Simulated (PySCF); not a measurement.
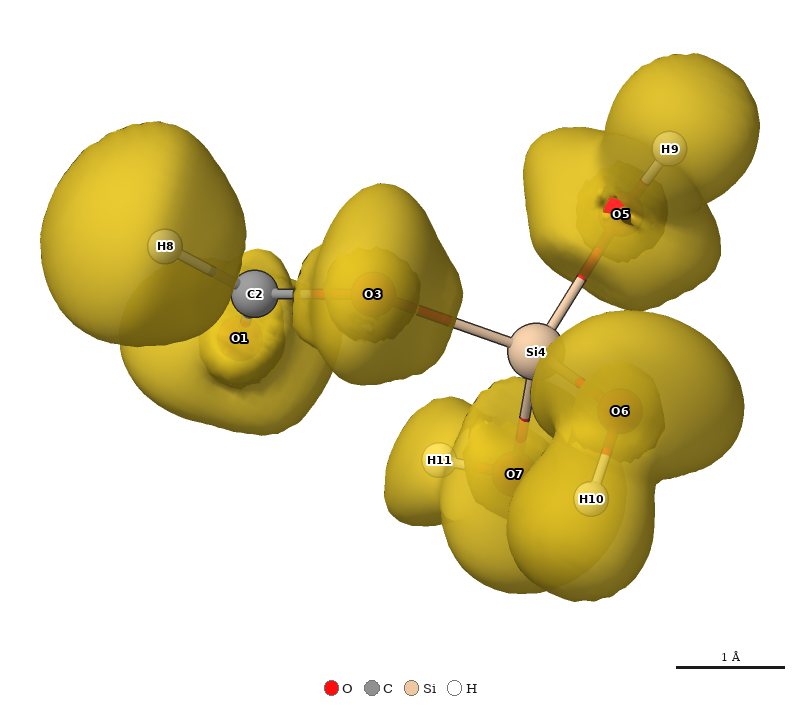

*CH₄O₅Si. Isosurface of the ELF at 0.75 (yellow), seen at an oblique angle. Core shells and regions of very low density are left out.*

Geometry: GFN2-xTB.

All numbers below come from PySCF 2.14.0, PBE0/pcSseg-1, SCF density, gas phase, non-relativistic.

```csv
atom,x (Å),y (Å),z (Å)
O,1.4802,-1.3205,-1.2230
C,1.7936,-0.3454,-0.6016
O,0.9944,0.4315,0.0767
Si,-0.6687,0.1731,0.2850
O,-0.8761,-0.6539,1.6513
O,-1.3193,1.6373,0.4492
O,-1.2653,-0.6192,-0.9798
H,2.8354,0.0184,-0.5426
H,-0.8528,-0.2105,2.4953
H,-1.3774,2.2291,-0.2963
H,-0.7387,-1.3372,-1.3402
```

Describe the localisation domains.

Answer. The surface consists of one region around a hydrogen nucleus, two regions on O in which the atom's valence shell and bonds are merged and three joined regions spread over several atoms (H, O), in which their bonds and any lone pairs are merged. Along the contacts the grid gives the following. C–O (1.20 Å): the ELF peaks at about 0.85 between the atoms (a multiple bond). Si–O (1.61 Å): the ELF peaks at about 0.85 between the atoms, as expected for a polar covalent bond.
